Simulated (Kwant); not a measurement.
System: six-terminal Hall bar in a CdTe two-dimensional gas. Effective mass 0.096 mₑ, grid spacing 12 nm, hard walls, nominal width 300 nm (25 grid rows, so walls 312 nm apart), one parabolic valley, scattering region 780 nm long along x; energies count from the band bottom; Fermi energy 0.00127 eV. Four side probes 150 nm wide, two on each edge; current runs along x; the sign of the Hall resistance is a convention. Perpendicular field swept from 0.087762 to 1.7903 T, also in the leads; orbital effect alone.

The device is made up for the run: typed textbook-type constants, with dimensions and the other settings drawn at random.

Model: effective-mass tight-binding model on a square grid, one spin, coherent transport at 0 K (Kwant). Resistances are in h/e².

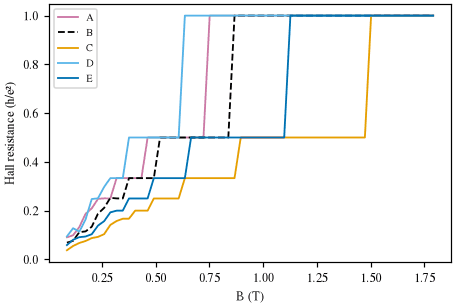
Figure: Hall resistance (h/e²) of 5 runs

| B (T) | A | B | C | D | E |
|---|---|---|---|---|---|
| 0.08776 | 0.090 | 0.068 | 0.037 | 0.094 | 0.059 |
| 0.1743 | 0.19 | 0.11 | 0.075 | 0.16 | 0.094 |
| 0.2609 | 0.25 | 0.21 | 0.10 | 0.30 | 0.16 |
| 0.3763 | 0.33 | 0.33 | 0.17 | 0.50 | 0.25 |
| 0.4629 | 0.50 | 0.33 | 0.20 | 0.50 | 0.25 |
| 0.5783 | 0.50 | 0.50 | 0.25 | 0.50 | 0.33 |
| 0.6649 | 0.50 | 0.50 | 0.33 | 1.00 | 0.50 |
| 0.7803 | 1.00 | 0.50 | 0.33 | 1.00 | 0.50 |
| 0.8669 | 1.00 | 1.00 | 0.33 | 1.00 | 0.50 |
| 0.9823 | 1.00 | 1.00 | 0.50 | 1.00 | 0.50 |
| 1.069 | 1.00 | 1.00 | 0.50 | 1.00 | 0.50 |
| 1.184 | 1.00 | 1.00 | 0.50 | 1.00 | 1.00 |
| 1.271 | 1.00 | 1.00 | 0.50 | 1.00 | 1.00 |
| 1.386 | 1.00 | 1.00 | 0.50 | 1.00 | 1.00 |
| 1.473 | 1.00 | 1.00 | 0.50 | 1.00 | 1.00 |
| 1.588 | 1.00 | 1.00 | 1.00 | 1.00 | 1.00 |
| 1.675 | 1.00 | 1.00 | 1.00 | 1.00 | 1.00 |
| 1.790 | 1.00 | 1.00 | 1.00 | 1.00 | 1.00 |

Problem. Column A is the base. The others each differ by one change: Fermi energy 0.00127 → 0.0011 eV; Fermi energy 0.00127 → 0.0015 eV; Fermi energy 0.00127 → 0.0019 eV; Fermi energy 0.00127 → 0.0025 eV. Which is which?

Solution. B: Fermi energy 0.00127 → 0.0015 eV; C: Fermi energy 0.00127 → 0.0025 eV; D: Fermi energy 0.00127 → 0.0011 eV; E: Fermi energy 0.00127 → 0.0019 eV.
